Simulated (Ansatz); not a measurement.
Consider La2YReF6.

```
CELL_PARAMETERS angstrom
8.51141 0.00000 0.00000
0.00000 8.51141 0.00000
0.00000 0.00000 8.51141
ATOMIC_POSITIONS crystal
Re 0.00000 0.00000 0.00000
Re 0.50000 0.50000 0.00000
Re 0.50000 0.00000 0.50000
Re 0.00000 0.50000 0.50000
F 0.25000 0.00000 0.00000
F 0.75000 0.50000 0.00000
F 0.75000 0.00000 0.50000
F 0.25000 0.50000 0.50000
F 0.00000 0.25000 0.00000
F 0.50000 0.75000 0.00000
F 0.50000 0.25000 0.50000
F 0.00000 0.75000 0.50000
F 0.75000 0.00000 0.00000
F 0.25000 0.50000 0.00000
F 0.25000 0.00000 0.50000
F 0.75000 0.50000 0.50000
F 0.50000 0.25000 0.00000
F 0.00000 0.75000 0.00000
F 0.00000 0.25000 0.50000
F 0.50000 0.75000 0.50000
F 0.00000 0.00000 0.25000
F 0.50000 0.50000 0.25000
F 0.50000 0.00000 0.75000
F 0.00000 0.50000 0.75000
F 0.50000 0.00000 0.25000
F 0.00000 0.50000 0.25000
F 0.00000 0.00000 0.75000
F 0.50000 0.50000 0.75000
Y 0.50000 0.00000 0.00000
Y 0.00000 0.50000 0.00000
Y 0.00000 0.00000 0.50000
Y 0.50000 0.50000 0.50000
La 0.25000 0.25000 0.25000
La 0.75000 0.75000 0.25000
La 0.75000 0.25000 0.75000
La 0.25000 0.75000 0.75000
La 0.75000 0.25000 0.25000
La 0.25000 0.75000 0.25000
La 0.25000 0.25000 0.75000
La 0.75000 0.75000 0.75000
```

Space group Fm-3m; built by placing these elements on a known structure type; not relaxed (largest force 0.3 eV/Å); computed pressure about 12 GPa in this cell; computed without spin polarisation.

All numbers below come from DFT, PAW plane waves, PBE in Ansatz.

What can the converged electron localisation function tell about the bonding?

Re–F (2.13 Å): the ELF peaks at about 0.80 in the valence shell of F, 0.6 Å from its nucleus, and is about 0.05 at the midpoint (no localised pair shows between them).
Y–F (2.13 Å): the ELF peaks at about 0.80 in the valence shell of F, 0.6 Å from its nucleus, and drops to about 0.10 between the two atoms: no shared electron pair shows on this line.
La–F (3.01 Å): the ELF is about 0.10 at the midpoint (no localised pair shows between them).

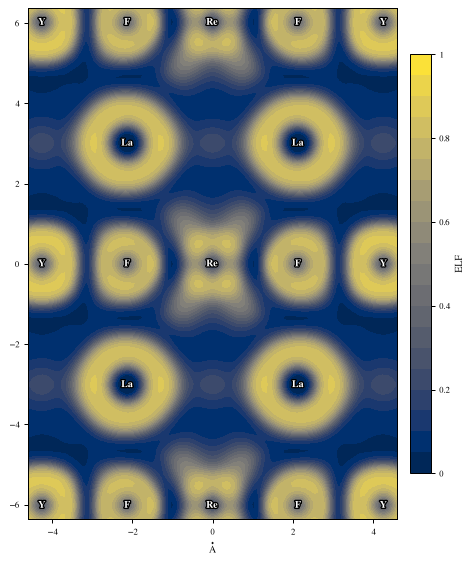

Computed electron localisation function on the (101) plane of the conventional cell. 
